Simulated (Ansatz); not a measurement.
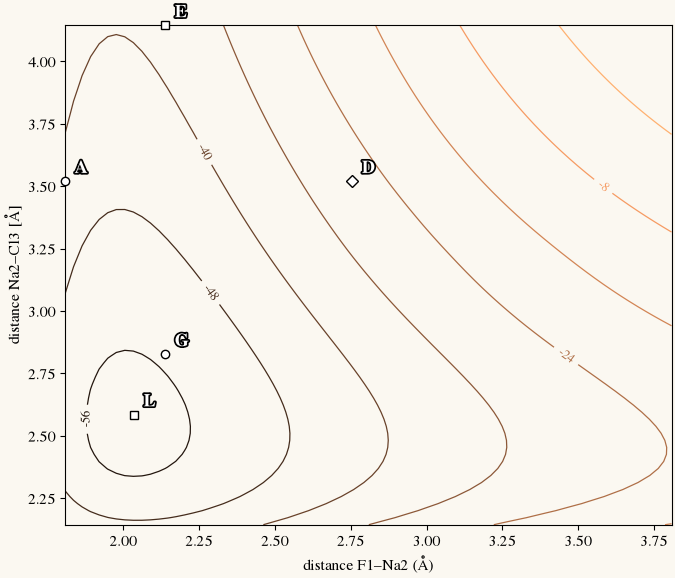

The system F⁻ + NaCl. First axis: distance F1–Na2. Second axis: distance Na2–Cl3. Nothing is relaxed (the angle F1–Na2–Cl3 is fixed at 120 degrees). Grid: 17 × 17 points. Points are written as (first, second). Energies: kcal/mol, counted from F with charge -1 far from the relaxed NaCl (each part in its own basis). These are results of RKS PBE0-D4/def2-SVPD in Ansatz 0.2.0, not measurements.

In the figure: contour lines labelled in kcal/mol, lettered points. Between grid points the surface is interpolated.

Is E the lowest point of the computed grid?

No. E lies 20.7 kcal/mol above the lowest grid point, which is at (2.035 Å, 2.585 Å).

What kind of point is each of D, G, L: minimum, saddle, maximum or slope?

D: on a slope; G: on a slope; L: minimum. (In these two coordinates alone; a stationary point may lie a little off the grid point.)
